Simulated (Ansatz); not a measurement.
**GeP2H (sextet): wave-function methods side by side, cc-pVDZ**

Aim: climb from Hartree-Fock through coupled cluster and multireference methods for GeP2H (sextet) at one geometry and basis, and see what each rung misses.

Computed with Ansatz 0.2.0, Gaussian basis. Level: cc-pVDZ, core rule «outside noble gas», up to 24 orbitals frozen.

The runs, in order: UHF; CCSD(T) on ROHF; CCSD(T) on UHF; BCCD(T) on ROHF; CISD; CCSDT(Q) on ROHF; CCSDT(Q) on UHF; CASSCF and MRCISD+Q, 11 electrons in 11 orbitals; CASSCF and NEVPT2, 11 electrons in 11 orbitals.

25 further runs of the same task are left out: 12 that didn't finish, 13 set aside as unsound or not needed.

**1. The geometry**

The geometry is a PBE0/def2-TZVP stationary point (not a proven minimum) of the parent state, kept for this charge and spin. No spin-orbit coupling is included. The filled d shell of Ge may be among the frozen orbitals whatever the setting's name suggests; the logs give the count.

4 atoms, charge 0, spin multiplicity 6.

Atoms are counted from 1 here; the program's logs count them from 0.

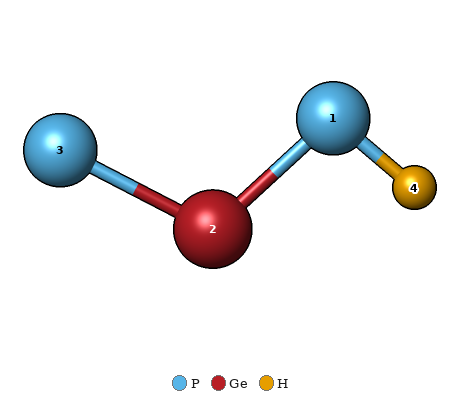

The geometry (phosphorus blue, germanium red, hydrogen amber); atoms are numbered from 1 in the order of the file.

In the tables R marks a restricted open-shell determinant and U an unrestricted one; 'valence' is the active space of 11 electrons in 11 orbitals; energies count from the table's Hartree-Fock row.

**2. UHF**

Input file in.yaml:

```yaml
crystal:
  periodic: [false, false, false]
  atoms:
    - {symbol: P, position_ang: [0.000000, -0.744588, 1.759041]}
    - {symbol: Ge, position_ang: [0.000000, 0.588281, 0.024091]}
    - {symbol: P, position_ang: [0.000000, -0.643960, -1.905161]}
    - {symbol: H, position_ang: [0.000000, 0.273623, 2.754085]}
basis:
  gaussian: {orbitals: cc-pVDZ}
magnetization: {spin_polarized: true, initial_magnetization: 5}
hamiltonian: {xc: hf}
output: {orbitals: {seedname: orbitals}}
```

The run is started by

```
$ ansatz run in.yaml --threads 1 --pin off --events-out ev --progress --plain --max-ram 2393MiB
```

The log of the run:

```text
Functional definition: HF
  name "HF"
  cite "Fock, Z. Phys. 61, 126 (1930) doi:10.1007/BF01340294"
  parent pbe
  exchange = exact_x
  correlation = 0
760 factors; integrals over basis functions are off by at most 8.3e-4 eV
mean field evaluation 1: about -75028.4787 eV, gradient 8.5e0 eV
mean field evaluation 2: about -75028.4883 eV, gradient 8.5e0 eV
mean field evaluation 4: about -75029.7180 eV, gradient 1.4e0 eV
mean field evaluation 8: about -75029.8016 eV, gradient 2.3e-1 eV
mean field -75029.80574941 eV, -2757.2945042620 hartree, gradient 3.4e-5 eV, S^2 8.785400; 0 other end points of the search recorded, 0 dependent functions left out
reference -75029.80574941 eV, -2757.2945042620 hartree; 34, 29 occupied and 34, 39 virtual orbitals, 760 factors
Total energy: -75029.80574941 eV, -2757.2945042620 hartree
```

Wall time 3.3 s (1 thread of Arm Neoverse N1, shared host).

From the report: ⟨S²⟩ of the determinant 8.785 (pure sextet: 8.75).

**3. CCSD(T) on ROHF**

Edit in.yaml of step 2 so:

```diff
@@ -9,4 +9,4 @@
   gaussian: {orbitals: cc-pVDZ}
-magnetization: {spin_polarized: true, initial_magnetization: 5}
-hamiltonian: {xc: hf}
-output: {orbitals: {seedname: orbitals}}
+magnetization: {spin_polarized: false, initial_magnetization: 5}
+correlation: {method: ccsd_t, electrons: outside_noble_gas}
+output: {forces: true}
```

Launched as before.

The log of the run, shortened:

```text
Functional definition: HF
  name "HF"
  cite "Fock, Z. Phys. 61, 126 (1930) doi:10.1007/BF01340294"
  parent pbe
[...]
760 factors; integrals over basis functions are off by at most 8.3e-4 eV
[...]
mean field -75029.50566172 eV, -2757.2834762426 hartree, gradient 7.4e-6 eV, S^2 8.750000; 4 other end points of the search recorded, 0 dependent functions left out
determinant -75029.50566172 eV, -2757.2834762426 hartree, with singles and doubles -75037.13276307 eV, -2757.5637670473 hartree
determinant -75027.55951780 eV, -2757.2119567727 hartree, with singles and doubles -75035.67406197 eV, -2757.5101607707 hartree
determinant -75027.19683222 eV, -2757.1986283234 hartree, with singles and doubles -75035.19588732 eV, -2757.4925881764 hartree
24 core orbitals not correlated: weight in the atoms' cores, before any rotation towards them, 0.999 or more for the frozen orbitals, at most 0.000 for the correlated occupied ones
reference -75029.50566172 eV, -2757.2834762426 hartree; 10, 5 occupied and 34, 39 virtual orbitals, 760 factors
second order -6.21154231 eV of doubles, -0.17158460 eV of singles
cycle   1  -7.62708432 eV  change    1.7e-5 eV  update   9.8e-4
[...]
cycle  11  -7.62734594 eV  change   -4.6e-8 eV  update   6.6e-7
perturbative correction -0.24185157 eV, -0.0088878811 hartree
[...]
Total energy: -75037.37485922 eV, -2757.5726639168 hartree
Atom 0 at     0.000000    -0.744588     1.759041 Å, force     0.000000    -2.351558     2.749079 eV/Å
Atom 1 at     0.000000     0.588281     0.024091 Å, force    -0.000000     3.345732    -1.020756 eV/Å
Atom 2 at     0.000000    -0.643960    -1.905161 Å, force     0.000000    -1.157880    -1.875858 eV/Å
Atom 3 at     0.000000     0.273623     2.754085 Å, force     0.000000     0.163706     0.147535 eV/Å
Dipole moment:     0.000000     0.101818     0.098004 e Å
```

It took 28 s on 1 thread of Arm Neoverse N1, shared host.

From the report: correlation -7.8692 eV; T1 0.025; largest double amplitude 0.04.

**4. CCSD(T) on UHF**

Edit in.yaml of step 3 so:

```diff
@@ -9,3 +9,3 @@
   gaussian: {orbitals: cc-pVDZ}
-magnetization: {spin_polarized: false, initial_magnetization: 5}
+magnetization: {spin_polarized: true, initial_magnetization: 5}
 correlation: {method: ccsd_t, electrons: outside_noble_gas}
```

The command is unchanged.

The log of the run, shortened:

```text
Functional definition: HF
  name "HF"
  cite "Fock, Z. Phys. 61, 126 (1930) doi:10.1007/BF01340294"
  parent pbe
[...]
760 factors; integrals over basis functions are off by at most 8.3e-4 eV
[...]
mean field -75029.80574941 eV, -2757.2945042620 hartree, gradient 1.6e-6 eV, S^2 8.785400; 0 other end points of the search recorded, 0 dependent functions left out
24 core orbitals not correlated: weight in the atoms' cores, before any rotation towards them, 0.999 or more for the frozen orbitals, at most 0.000 for the correlated occupied ones
reference -75029.80574941 eV, -2757.2945042620 hartree; 10, 5 occupied and 34, 39 virtual orbitals, 760 factors
second order -6.04050697 eV of doubles, -0.00000000 eV of singles
cycle   1  -6.94950183 eV  change   -9.1e-1 eV  update   8.5e-2
[...]
cycle  16  -7.34268666 eV  change   -7.4e-7 eV  update   7.0e-7
perturbative correction -0.23452751 eV, -0.0086187270 hartree
[...]
Total energy: -75037.38296359 eV, -2757.5729617469 hartree
Atom 0 at     0.000000    -0.744588     1.759041 Å, force    -0.000000    -2.348482     2.746838 eV/Å
Atom 1 at     0.000000     0.588281     0.024091 Å, force     0.000000     3.340078    -1.021901 eV/Å
Atom 2 at     0.000000    -0.643960    -1.905161 Å, force    -0.000000    -1.154960    -1.872425 eV/Å
Atom 3 at     0.000000     0.273623     2.754085 Å, force    -0.000000     0.163364     0.147487 eV/Å
Dipole moment:    -0.000000     0.103329     0.098295 e Å
```

Run time: 24 s. Hardware: 1 thread of Arm Neoverse N1, shared host.

From the report: ⟨S²⟩ of the determinant 8.785 (pure sextet: 8.75); correlation -7.5772 eV; T1 0.022; largest double amplitude 0.04.

**5. BCCD(T) on ROHF**

Edit in.yaml of step 4 so:

```diff
@@ -9,4 +9,3 @@
   gaussian: {orbitals: cc-pVDZ}
-magnetization: {spin_polarized: true, initial_magnetization: 5}
-correlation: {method: ccsd_t, electrons: outside_noble_gas}
-output: {forces: true}
+magnetization: {spin_polarized: false, initial_magnetization: 5}
+correlation: {method: bccd_t, electrons: outside_noble_gas}
```

The command is unchanged.

The log of the run, shortened:

```text
Functional definition: HF
  name "HF"
  cite "Fock, Z. Phys. 61, 126 (1930) doi:10.1007/BF01340294"
  parent pbe
[...]
760 factors; integrals over basis functions are off by at most 8.3e-4 eV
[...]
mean field -75029.50566172 eV, -2757.2834762426 hartree, gradient 7.4e-6 eV, S^2 8.750000; 4 other end points of the search recorded, 0 dependent functions left out
determinant -75029.50566172 eV, -2757.2834762426 hartree, with singles and doubles -75037.13276307 eV, -2757.5637670473 hartree
determinant -75027.55951780 eV, -2757.2119567727 hartree, with singles and doubles -75035.67406197 eV, -2757.5101607707 hartree
determinant -75027.19683222 eV, -2757.1986283234 hartree, with singles and doubles -75035.19588732 eV, -2757.4925881764 hartree
24 core orbitals not correlated: weight in the atoms' cores, before any rotation towards them, 0.999 or more for the frozen orbitals, at most 0.000 for the correlated occupied ones
reference -75029.50566172 eV, -2757.2834762426 hartree; 10, 5 occupied and 34, 39 virtual orbitals, 760 factors
second order -6.21154231 eV of doubles, -0.17158460 eV of singles
cycle   1  -7.62925805 eV  change   -2.2e-3 eV  update   8.3e-3
[...]
cycle  10  -7.62551055 eV  change    2.0e-7 eV  update   1.2e-5
perturbative correction -0.24477314 eV, -0.0089952468 hartree
Total energy: -75037.37594540 eV, -2757.5727038333 hartree
```

Run time: 16 s. Hardware: 1 thread of Arm Neoverse N1, shared host.

From the report: correlation -7.8703 eV; largest double amplitude 0.04.

**6. CISD**

Edit in.yaml of step 5 so:

```diff
@@ -10,2 +10,2 @@
 magnetization: {spin_polarized: false, initial_magnetization: 5}
-correlation: {method: bccd_t, electrons: outside_noble_gas}
+correlation: {active_space: {ras: {orbitals: [5, 5, 34], electrons: 15, max_holes: 2, max_particles: 2}, fixed_orbitals: true}}
```

Launched as before.

The log of the run:

```text
Functional definition: HF
  name "HF"
  cite "Fock, Z. Phys. 61, 126 (1930) doi:10.1007/BF01340294"
  parent pbe
  exchange = exact_x
  correlation = 0
760 factors; integrals over basis functions are off by at most 8.3e-4 eV
mean field evaluation 1: about -75028.4006 eV, gradient 9.5e0 eV
mean field evaluation 2: about -75028.4096 eV, gradient 9.5e0 eV
mean field evaluation 4: about -75029.4588 eV, gradient 1.4e0 eV
mean field evaluation 8: about -75029.5057 eV, gradient 3.3e-3 eV
mean field evaluation 16: about -75029.3537 eV, gradient 2.2e0 eV
mean field -75029.50566172 eV, -2757.2834762426 hartree, gradient 7.4e-6 eV, S^2 8.750000; 2 other end points of the search recorded, 0 dependent functions left out
reference -75029.50566172 eV, -2757.2834762426 hartree; 34, 29 occupied and 34, 39 virtual orbitals, 760 factors
state -75036.34635935 eV, -2757.5348672438 hartree
Total energy: -75036.34635935 eV, -2757.5348672438 hartree
```

It took 91 s on 1 thread of Arm Neoverse N1, shared host.

From the report: 735,168 determinants.

**7. CCSDT(Q) on ROHF**

Edit in.yaml of step 6 so:

```diff
@@ -10,2 +10,2 @@
 magnetization: {spin_polarized: false, initial_magnetization: 5}
-correlation: {active_space: {ras: {orbitals: [5, 5, 34], electrons: 15, max_holes: 2, max_particles: 2}, fixed_orbitals: true}}
+correlation: {method: ccsdt_q, electrons: outside_noble_gas}
```

The command is unchanged.

The log of the run, shortened:

```text
Functional definition: HF
  name "HF"
  cite "Fock, Z. Phys. 61, 126 (1930) doi:10.1007/BF01340294"
  parent pbe
[...]
1345 factors; integrals over basis functions are off by at most 2.0e-7 eV
[...]
mean field -75029.50585537 eV, -2757.2834833592 hartree, gradient 2.6e-6 eV, S^2 8.750000; 4 other end points of the search recorded, 0 dependent functions left out
determinant -75029.50585537 eV, -2757.2834833592 hartree, with singles and doubles -75037.13296605 eV, -2757.5637745067 hartree
determinant -75027.55971346 eV, -2757.2119639633 hartree, with singles and doubles -75035.67430293 eV, -2757.5101696260 hartree
determinant -75027.19702721 eV, -2757.1986354892 hartree, with singles and doubles -75035.19609222 eV, -2757.4925957065 hartree
24 core orbitals not correlated: weight in the atoms' cores, before any rotation towards them, 0.999 or more for the frozen orbitals, at most 0.000 for the correlated occupied ones
reference -75029.50585537 eV, -2757.2834833592 hartree; 10, 5 occupied and 34, 39 virtual orbitals, 1345 factors
second order -6.21156473 eV of doubles, -0.17158441 eV of singles
cycle   1  -7.27702604 eV  change   -8.9e-1 eV  update   9.2e-2
[...]
cycle  18  -7.91367083 eV  change   -7.3e-7 eV  update   1.7e-6
perturbative correction -0.01678573 eV, -0.0006168643 hartree
Total energy: -75037.43631193 eV, -2757.5749222622 hartree
```

It took 2.4 min on 1 thread of Arm Neoverse N1, shared host; peak memory 1 GiB.

From the report: correlation -7.9305 eV; T1 0.027; largest double amplitude 0.05.

**8. CCSDT(Q) on UHF**

Edit in.yaml of step 7 so:

```diff
@@ -9,3 +9,3 @@
   gaussian: {orbitals: cc-pVDZ}
-magnetization: {spin_polarized: false, initial_magnetization: 5}
+magnetization: {spin_polarized: true, initial_magnetization: 5}
 correlation: {method: ccsdt_q, electrons: outside_noble_gas}
```

The command is unchanged.

The log of the run, shortened:

```text
Functional definition: HF
  name "HF"
  cite "Fock, Z. Phys. 61, 126 (1930) doi:10.1007/BF01340294"
  parent pbe
[...]
1345 factors; integrals over basis functions are off by at most 2.0e-7 eV
[...]
mean field -75029.80594405 eV, -2757.2945114149 hartree, gradient 2.8e-6 eV, S^2 8.785400; 0 other end points of the search recorded, 0 dependent functions left out
24 core orbitals not correlated: weight in the atoms' cores, before any rotation towards them, 0.999 or more for the frozen orbitals, at most 0.000 for the correlated occupied ones
reference -75029.80594405 eV, -2757.2945114149 hartree; 10, 5 occupied and 34, 39 virtual orbitals, 1345 factors
second order -6.04052664 eV of doubles, -0.00000000 eV of singles
cycle   1  -6.94950959 eV  change   -9.1e-1 eV  update   9.5e-2
[...]
cycle  20  -7.62254736 eV  change    2.1e-7 eV  update   1.4e-6
perturbative correction -0.01673558 eV, -0.0006150211 hartree
Total energy: -75037.44522699 eV, -2757.5752498847 hartree
```

Run time: 2.1 min. Hardware: 1 thread of Arm Neoverse N1, shared host; peak memory 0.77 GiB.

From the report: ⟨S²⟩ of the determinant 8.785 (pure sextet: 8.75); correlation -7.6393 eV; T1 0.024; largest double amplitude 0.05.

**9. CASSCF and MRCISD+Q, 11 electrons in 11 orbitals**

Edit in.yaml of step 8 so:

```diff
@@ -9,3 +9,3 @@
   gaussian: {orbitals: cc-pVDZ}
-magnetization: {spin_polarized: true, initial_magnetization: 5}
-correlation: {method: ccsdt_q, electrons: outside_noble_gas}
+magnetization: {spin_polarized: false, initial_magnetization: 5}
+correlation: {method: fic_mrcisd_q, electrons: outside_noble_gas, active_space: {window: {electrons: 11, orbitals: 11}, shells: [{species: Ge, l: s, shell: 4}, {species: Ge, l: p, shell: 4}, {species: H, l: s, shell: 1}, {species: P, l: p, shell: 3}]}}
```

The command is unchanged.

The log of the run, shortened:

```text
Functional definition: HF
  name "HF"
  cite "Fock, Z. Phys. 61, 126 (1930) doi:10.1007/BF01340294"
  parent pbe
[...]
1345 factors; integrals over basis functions are off by at most 2.0e-7 eV
[...]
mean field -75029.50585537 eV, -2757.2834833592 hartree, gradient 2.6e-6 eV, S^2 8.750000; 2 other end points of the search recorded, 0 dependent functions left out
reference -75029.50585537 eV, -2757.2834833592 hartree; 34, 29 occupied and 34, 39 virtual orbitals, 1345 factors
state -75030.63759388 eV, -2757.3250739823 hartree
contracted CI cycle   1: correlation 0.00000000 eV, 0.0000000000 hartree, residual 1.74e1 eV
contracted CI cycle   2: correlation -5.70585593 eV, -0.2096863378 hartree, residual 3.38e0 eV
contracted CI cycle   3: correlation -5.92937303 eV, -0.2179004399 hartree, residual 7.65e-1 eV
contracted CI cycle   4: correlation -5.94132271 eV, -0.2183395824 hartree, residual 2.37e-1 eV
contracted CI cycle   5: correlation -5.94243823 eV, -0.2183805770 hartree, residual 7.93e-2 eV
contracted CI cycle   6: correlation -5.94255719 eV, -0.2183849487 hartree, residual 2.73e-2 eV
contracted CI cycle   7: correlation -5.94257028 eV, -0.2183854299 hartree, residual 9.40e-3 eV
contracted CI cycle   8: correlation -5.94257171 eV, -0.2183854823 hartree, residual 3.04e-3 eV
contracted CI cycle   9: correlation -5.94257186 eV, -0.2183854877 hartree, residual 1.01e-3 eV
state -75030.63759388 eV, -2757.3250739823 hartree; corrected -75037.33859704 eV, -2757.5713313063 hartree
Total energy: -75037.33859704 eV, -2757.5713313063 hartree
Checks for a lower state left out: starts, orbital_swaps
```

Run time: 36 s. Hardware: 1 thread of Arm Neoverse N1, shared host; peak memory 1 GiB.

From the report: 13,625 determinants; active occupations 1.98, 1.97, 1.97, 1.00, 1.00, 1.00, 1.00, 1.00, 0.03, 0.02, 0.02.

**10. CASSCF and NEVPT2, 11 electrons in 11 orbitals**

Input file in.yaml:

```yaml
crystal:
  periodic: [false, false, false]
  atoms:
    - {symbol: P, position_ang: [0.000000, -0.744588, 1.759041]}
    - {symbol: Ge, position_ang: [0.000000, 0.588281, 0.024091]}
    - {symbol: P, position_ang: [0.000000, -0.643960, -1.905161]}
    - {symbol: H, position_ang: [0.000000, 0.273623, 2.754085]}
basis:
  gaussian: {orbitals: cc-pVDZ}
magnetization: {spin_polarized: false, initial_magnetization: 5}
correlation: {method: sc_nevpt2, electrons: outside_noble_gas, active_space: {window: {electrons: 11, orbitals: 11}, shells: [{species: Ge, l: s, shell: 4}, {species: Ge, l: p, shell: 4}, {species: H, l: s, shell: 1}, {species: P, l: p, shell: 3}]}}
```

Same command.

The log of the run:

```text
Functional definition: HF
  name "HF"
  cite "Fock, Z. Phys. 61, 126 (1930) doi:10.1007/BF01340294"
  parent pbe
  exchange = exact_x
  correlation = 0
1345 factors; integrals over basis functions are off by at most 2.0e-7 eV
mean field evaluation 1: about -75028.3755 eV, gradient 9.5e0 eV
mean field evaluation 2: about -75028.4113 eV, gradient 9.5e0 eV
mean field evaluation 4: about -75029.4569 eV, gradient 1.4e0 eV
mean field evaluation 8: about -75029.5046 eV, gradient 2.0e-1 eV
mean field evaluation 16: about -75029.3527 eV, gradient 2.2e0 eV
mean field -75029.50585537 eV, -2757.2834833592 hartree, gradient 2.6e-6 eV, S^2 8.750000; 2 other end points of the search recorded, 0 dependent functions left out
reference -75029.50585537 eV, -2757.2834833592 hartree; 34, 29 occupied and 34, 39 virtual orbitals, 1345 factors
state -75030.63759388 eV, -2757.3250739823 hartree
state -75030.63759388 eV, -2757.3250739823 hartree; corrected -75035.96435843 eV, -2757.5208289688 hartree
Total energy: -75035.96435843 eV, -2757.5208289688 hartree
Checks for a lower state left out: starts, orbital_swaps
```

It took 21 s on 1 thread of Arm Neoverse N1, shared host.

From the report: 13,625 determinants; active occupations 1.98, 1.97, 1.97, 1.00, 1.00, 1.00, 1.00, 1.00, 0.03, 0.02, 0.02.

**11. Natural occupations**

Natural occupations of the CASSCF valence state about the gap (report; correlated orbitals 2 to 11): 1.974, 1.966, 1.004, 1.003, 1.001, 1.000, 0.996, 0.030, 0.023, 0.020. The count of effectively unpaired electrons, Σ n²(2 − n)², is 5.02; a single determinant of this spin has 5.

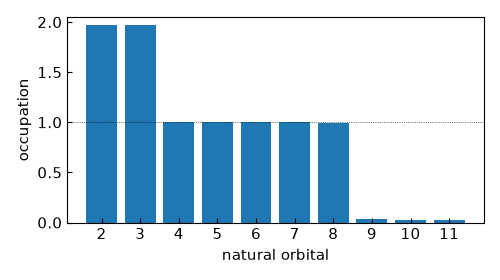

Natural occupations of the CASSCF valence state.

**12. All levels against the top one**

The yardstick is UCCSDT(Q), where the cluster series has nearly closed. Rows without a time come out of other runs: HF, MP2 and CCSD of CCSD(T), CCSDT of CCSDT(Q), CASSCF and MRCISD of the multireference runs. The times of RCCSD(T), UCCSD(T) include forces.

Differences are taken before rounding.

| method | energy from the lowest ROHF (meV) | from UCCSDT(Q) (meV) | time |
| --- | --- | --- | --- |
| ROHF | 0.0 | +7939.6 |  |
| UHF | -300.1 | +7639.5 |  |
| RMP2 | -6383.1 | +1556.4 |  |
| UMP2 | -6340.6 | +1599.0 |  |
| CISD | -6840.7 | +1098.9 | 91 s |
| RCCSD | -7627.3 | +312.2 |  |
| UCCSD | -7642.8 | +296.8 |  |
| RCCSD(T) | -7869.2 | +70.4 | 28 s |
| UCCSD(T) | -7877.3 | +62.3 | 24 s |
| BCCD(T) | -7870.3 | +69.3 | 16 s |
| RCCSDT | -7913.9 | +25.7 |  |
| UCCSDT | -7922.8 | +16.7 |  |
| RCCSDT(Q) | -7930.7 | +8.9 | 2.4 min |
| UCCSDT(Q) | -7939.6 | 0 | 2.1 min |
| CASSCF valence | -1131.9 | +6807.6 |  |
| NEVPT2 valence | -6458.7 | +1480.9 | 21 s |
| MRCISD valence | -7074.5 | +865.1 |  |
| MRCISD+Q valence | -7832.9 | +106.6 | 36 s |

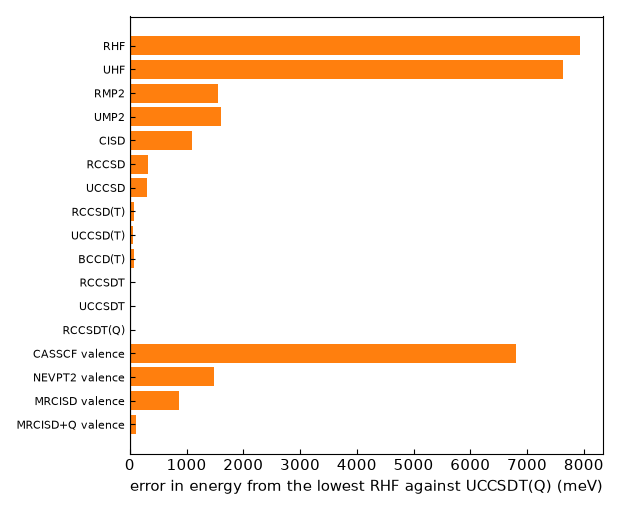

Deviations from UCCSDT(Q), method by method.

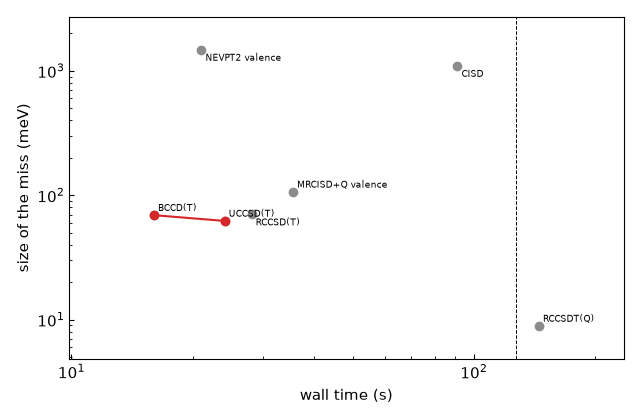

Miss against cost. Red marks the levels that no quicker level drawn beats (of those quicker than the yardstick), and the dashed line is the time of UCCSDT(Q). Times are from a shared host.

**13. What came out**

```
                         quantity                      value
    UCCSDT(Q) from the ROHF energy                 -7.9396 eV
              RMP2 from UCCSDT(Q)                +1556.4 meV
              UMP2 from UCCSDT(Q)                +1599.0 meV
             RCCSD from UCCSDT(Q)                 +312.2 meV
          RCCSD(T) from UCCSDT(Q)                  +70.4 meV
          UCCSD(T) from UCCSDT(Q)                  +62.3 meV
         RCCSDT(Q) from UCCSDT(Q)                   +8.9 meV
    NEVPT2 valence from UCCSDT(Q)                +1480.9 meV
  MRCISD+Q valence from UCCSDT(Q)                 +106.6 meV
levels within 1 kcal/mol (43 meV)  RCCSDT, UCCSDT, RCCSDT(Q)
                    T1 diagnostic                      0.025
   effectively unpaired electrons                       5.02
```

RCCSD(T) lands +70.4 meV from the yardstick (0.9 % of the correlation energy). One determinant dominates. Of the multireference levels listed MRCISD+Q valence comes nearest in total energy (+106.6 meV), which doesn't show that its space is the better one. These misses are within one basis, not against nature; the frozen cores of restricted and unrestricted runs differ, which can shift their rows.

With open shells the CI space here admits some triples and quadruples, so it is larger than plain CISD.

For cost: UCCSD(T) gets within 62.3 meV in 24 s, where UCCSDT(Q) took 2.1 min; the quickest level in the cost chart, BCCD(T), takes 16 s and misses by 69.3 meV.
